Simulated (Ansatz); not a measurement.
H₅NSn···CH₄

Input

```
crystal:
  periodic: [false, false, false]
  atoms:
    - { symbol: Sn, position_ang: [0.0, 0.0, 0.0] }
    - { symbol: C, position_ang: [0.0, 0.0, 2.5] }
    - { symbol: H, position_ang: [-0.9996, -0.3092, 2.8705] }
    - { symbol: H, position_ang: [0.7676, -0.7111, 2.8705] }
    - { symbol: H, position_ang: [0.232, 1.0203, 2.8705] }
    - { symbol: H, position_ang: [1.6408, 0.0, -0.5794] }
    - { symbol: H, position_ang: [-0.8195, 1.4198, -0.5794] }
    - { symbol: H, position_ang: [-0.8195, -1.4198, -0.5794] }
    - { symbol: "N", position_ang: [1.2587, 1.8982, 0.7568] }
    - { symbol: H, position_ang: [2.1152, 1.7577, 1.3652] }
    - { symbol: H, position_ang: [0.958, 2.877, 0.4826] }
    - { symbol: H, position_ang: [0.7897, 1.191, 1.9727] }
basis:
  gaussian: { orbitals: def2-SVP }
hamiltonian:
  xc: b3lyp
  dispersion: d4
relax:
  f_tol: 0.15
  max_steps: 25
  restrain:
    - { distance: [0, 8], at: 2.1, k: 30.0 }
    - { distance: [11, 1], at: 1.11, k: 30.0 }
    - { distance: [0, 1], at: 3.35, k: 30.0 }
    - { distance: [11, 8], at: 2.26, k: 30.0 }
output:
  orbitals: {}
```

Launched as:

```sh
ansatz run input.yaml --threads 2 --pin off --max-ram 3072MiB --backend cpu --events-out ev --progress --plain --runs-dir out
```

The fields are those of the run's last geometry, not of the input's.

Core potentials replace the inner electrons of Sn; not at a stationary point (largest force 0.7 eV/Å).

The calculation used RKS B3LYP-D4/def2-SVP (Ansatz).

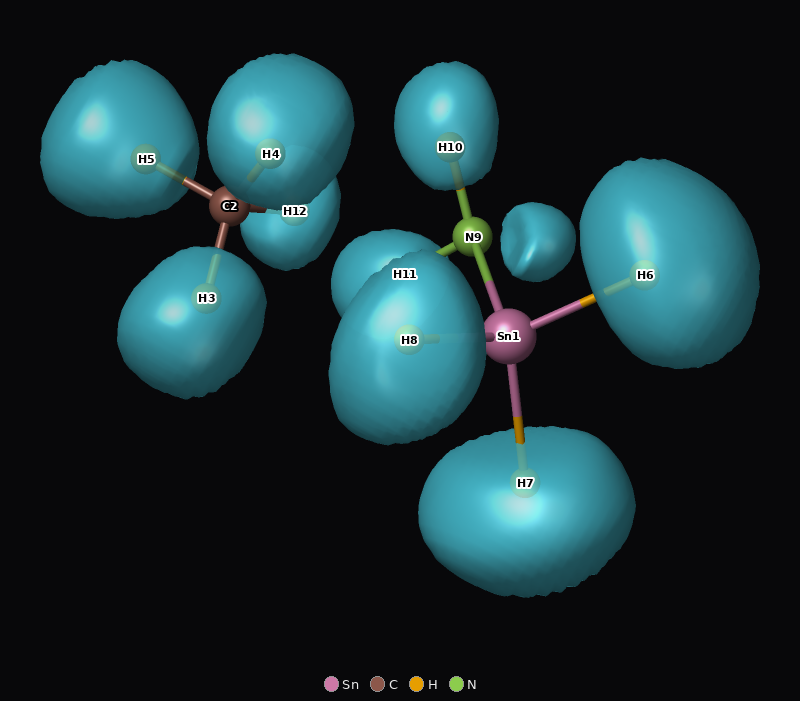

Figure 1. Isosurface of the ELF at 0.9 (cyan), seen at an oblique angle. Core shells and regions of very low density are left out.

Describe the localisation domains.

Answer. The ELF exceeds this value in nine regions around hydrogen nuclei and one lobe on N, pointing away from the bonds (lone pairs). Along the contacts the grid gives the following. Sn1···H12 (2.78 Å): the ELF dips to about 0.05 between them. Sn–N (2.09 Å): the ELF peaks at about 0.85 in the valence shell of N, 0.7 Å from its nucleus, and drops to about 0.15 between the two atoms.

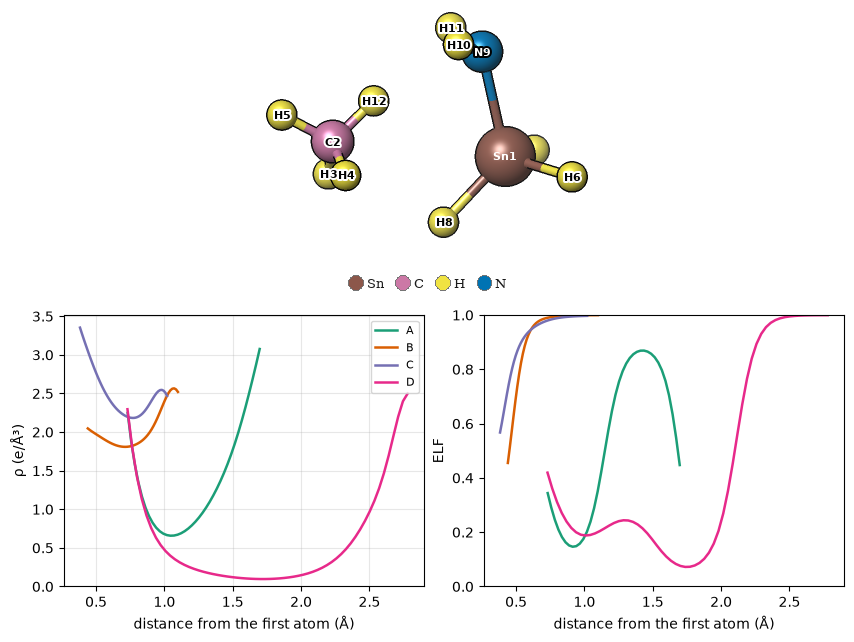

Figure 2. Electron density and electron localisation function along straight lines between neighbouring atoms. The curves leave out the atomic cores. The structure is drawn too.

Which curve belongs to which contact (C–H, N–H, Sn–H and Sn–N)? The first atom named is at distance zero.

Answer. Curve A: Sn–N (2.09 Å): ρ at the midpoint is about 0.66 e/Å³; the ELF peaks at about 0.85 in the valence shell of N, 0.7 Å from its nucleus, and drops to about 0.15 between the two atoms. Curve B: C–H (1.10 Å): the density is about 1.9 e/Å³ at the midpoint; the ELF climbs to about 1 towards the hydrogen, as it does in any bond to H; a covalent bond by its length. Curve C: N–H (1.02 Å): ρ is about 2.7 e/Å³ halfway; the ELF climbs to about 1 towards the hydrogen: an ordinary covalent bond to hydrogen. Curve D: Sn1···H12 (2.78 Å): the density falls to about 0.1 e/Å³ on the way; the ELF dips to about 0.05 between them.

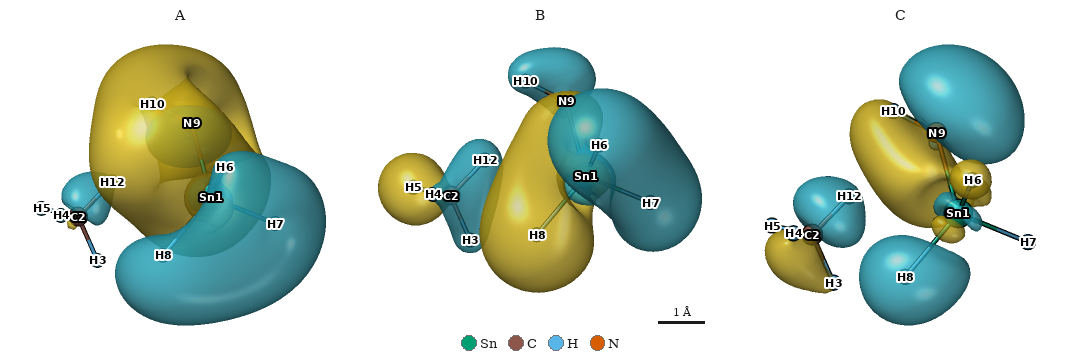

Figure 3. Three frontier orbitals at ±0.06 Å⁻³ᐟ² (yellow and cyan are the two phases), in no order.

Which picture is the HOMO−1, the HOMO and the LUMO?

Answer. B is the HOMO−1 (−8.45 eV). By Hirshfeld shares it lies mainly on Sn1 (about 35 %), H8 (about 20 %), H6 (about 15 %), H7 (about 10 %) and N9 (about 10 %). C is the HOMO (−6.68 eV). It lies mainly on N9 (about 70 %) and Sn1 (about 10 %); largely a lone pair of N9. A is the LUMO (−0.24 eV). Its weight (Hirshfeld) is mainly on Sn1 (about 50 %), N9 (about 20 %) and H8 (about 10 %).

What is the HOMO–LUMO gap?

Answer. 6.44 eV between the orbital energies.
